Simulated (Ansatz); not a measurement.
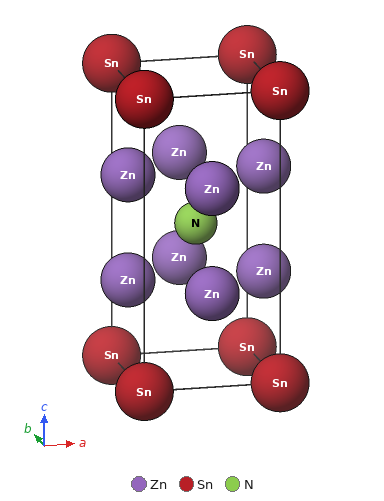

Shown here is a spheres-only view of the crystal, taken slightly off an axis. The frame is the simulation cell; atoms at its boundary are shown with their periodic copies.

The input file of the run:
```yaml
crystal:
  lattice:
    - [3.6364610325, 0.0, 0.0]
    - [0.0, 3.6364610325, 0.0]
    - [0.0, 0.0, 7.8940733237]
  atoms:
    - { symbol: Zn, position: [0.5, 0.0, 0.6797572444] }
    - { symbol: Zn, position: [0.0, 0.5, 0.3202427556] }
    - { symbol: Zn, position: [0.5, 0.0, 0.3202427556] }
    - { symbol: Zn, position: [0.0, 0.5, 0.6797572444] }
    - { symbol: Sn, position: [0.0, 0.0, 0.0] }
    - { symbol: "N", position: [0.5, 0.5, 0.5] }
basis:
  ecutwfc: 420
kpoints:
  mp_grid: { grid: [10, 10, 6] }
  band_path:
    path:
      - [[0.0, 0.0, 0.0], [0.0, 0.5, 0.0], [0.5, 0.5, 0.0], [0.0, 0.0, 0.0], [0.0, 0.0, 0.5], [0.0, 0.5, 0.5], [0.5, 0.5, 0.5], [0.0, 0.0, 0.5]]
      - [[0.0, 0.5, 0.0], [0.0, 0.5, 0.5]]
      - [[0.5, 0.5, 0.0], [0.5, 0.5, 0.5]]
    npoints: 14
hamiltonian:
  xc: pbe
scf:
  occupations: { method: gaussian, width: 0.1 }
  n_extra_bands: 15
output:
  forces: true
  stress: true
  eigenvalues: true
  populations: true
  dos: { projected: true, de: 0.02, nscf_kmesh: { grid: [12, 12, 8] } }
  bader: true
  write_density: true
  write_potential: true
  elf: true
  volumetric_format: npy
```
Run as:
```sh
ansatz run input.yaml --threads 1 --pin off --max-ram 2560MiB --backend cpu --events-out ev --progress --plain --runs-dir out
```

Computational set-up: DFT PBE, scalar-relativistic, plane waves, PAW (Ansatz), 420 eV cutoff, k-points on a 10×10×6 grid, Gaussian smearing of 0.1 eV, no spin polarisation.

> What net charge does each kind of atom have (Bader)?

Zn +0.29 e; Sn +0.12 e; N -1.27 e.

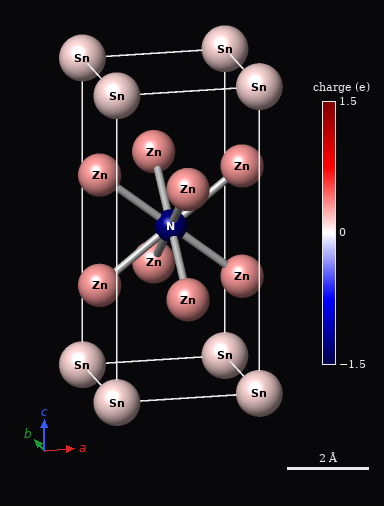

The atoms coloured by those charges.

The structure comes from a structure type filled with these elements by a generator (whether the compound takes this form wasn't checked). Earlier steps of the study may have refined or changed the cell and positions. Ansatz was used for an electronic-structure calculation on it.
